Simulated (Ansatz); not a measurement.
# C8H10O: the cost of one run

Method: DFT PBE+D3(BJ), Gaussian basis def2-SVP, and further levels as typed in the inputs, in Ansatz 0.2.0.

### Step 1. The starting structure

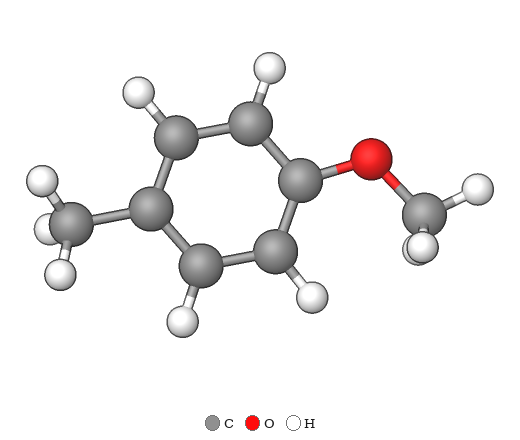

The starting structure, seen face on (carbon grey, oxygen red, hydrogen white).

As a file:

```xyz
19

C     3.3109   -0.6529   -0.1279
O     2.4795    0.4831   -0.3266
C     1.1340    0.2990   -0.1643
C     0.3595    1.4438   -0.3627
C    -1.0304    1.3978   -0.2287
C    -1.6662    0.2019    0.1177
C    -3.1603    0.1387    0.2297
C    -0.8901   -0.9479    0.3016
C     0.5024   -0.8995    0.1667
H     3.2306   -1.0269    0.8981
H     3.0848   -1.4397   -0.8552
H     4.3475   -0.3406   -0.2877
H     0.8432    2.3808   -0.6270
H    -1.6097    2.3027   -0.3961
H    -3.5982   -0.1100   -0.7418
H    -3.4654   -0.6182    0.9600
H    -3.5678    1.0975    0.5669
H    -1.3650   -1.8938    0.5531
H     1.0606   -1.8159    0.3241
```

### Step 2. Relaxing the atoms: C8H10O

input.yaml reads:

```yaml
relax:
  f_tol: 0.01
  max_steps: 200
crystal:
  periodic: [false, false, false]
  atoms:
    - { symbol: C, position_ang: [3.310938, -0.652931, -0.127927] }
    - { symbol: O, position_ang: [2.479546, 0.483131, -0.3266] }
    - { symbol: C, position_ang: [1.133963, 0.299017, -0.164309] }
    - { symbol: C, position_ang: [0.359462, 1.443804, -0.362697] }
    - { symbol: C, position_ang: [-1.030395, 1.397832, -0.228707] }
    - { symbol: C, position_ang: [-1.666193, 0.20193, 0.117664] }
    - { symbol: C, position_ang: [-3.160278, 0.138659, 0.229734] }
    - { symbol: C, position_ang: [-0.890088, -0.947922, 0.301631] }
    - { symbol: C, position_ang: [0.50244, -0.899474, 0.166748] }
    - { symbol: H, position_ang: [3.230617, -1.026928, 0.898137] }
    - { symbol: H, position_ang: [3.084783, -1.439697, -0.855208] }
    - { symbol: H, position_ang: [4.347462, -0.340586, -0.287702] }
    - { symbol: H, position_ang: [0.843224, 2.380841, -0.627014] }
    - { symbol: H, position_ang: [-1.609718, 2.30269, -0.396083] }
    - { symbol: H, position_ang: [-3.598215, -0.10999, -0.741811] }
    - { symbol: H, position_ang: [-3.465379, -0.618174, 0.96003] }
    - { symbol: H, position_ang: [-3.567777, 1.097549, 0.566938] }
    - { symbol: H, position_ang: [-1.364977, -1.893819, 0.553067] }
    - { symbol: H, position_ang: [1.060585, -1.815932, 0.324109] }
basis:
  gaussian: { orbitals: def2-SVP }
hamiltonian:
  xc: pbe
  dispersion: d3bj
```

Started as:

```sh
ansatz run input.yaml --threads 2 --pin off --max-ram 6144MiB --backend cpu --events-out ev --progress --plain --runs-dir out
```

Q: Estimate wall time and peak memory on 2 threads of Intel Xeon 6975P-C (Granite Rapids), shared host.

About 16 s, with a peak of 0.27 GiB.
